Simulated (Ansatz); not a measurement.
What Si → Ru does to Si

The parent structure is Si in the diamond structure (space group Fd-3m, No. 227; a = 5.4443 Å).

The change: Ru takes the place of Si on all its sites; the structure is relaxed again.

Computed with Ansatz (a program for electronic structure) r2SCAN, no spin-orbit coupling. k-mesh 15×15×15 (Γ-centred); smearing 0.05 eV (Fermi–Dirac), for the changed cell.

- Density = 8.46 g/cm³ (base 2.31 g/cm³)
- Lattice parameter a = 541.3 pm (base 544.4 pm)
- Space group = Fd-3m (No. 227) (base Fd-3m (No. 227))
- Shortest interatomic distance = 234.4 pm (base 235.7 pm)
- Band gap = zero (base 0.78 eV)

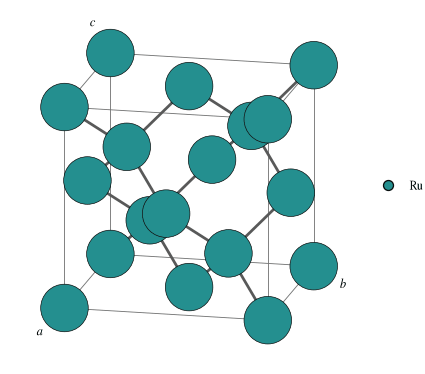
*The relaxed conventional cell after the change*

Whether these cells are dynamically stable was not tested. As relaxed here, Ru is a hypothetical phase, not in the database extracts checked. All final runs are without spin polarisation.
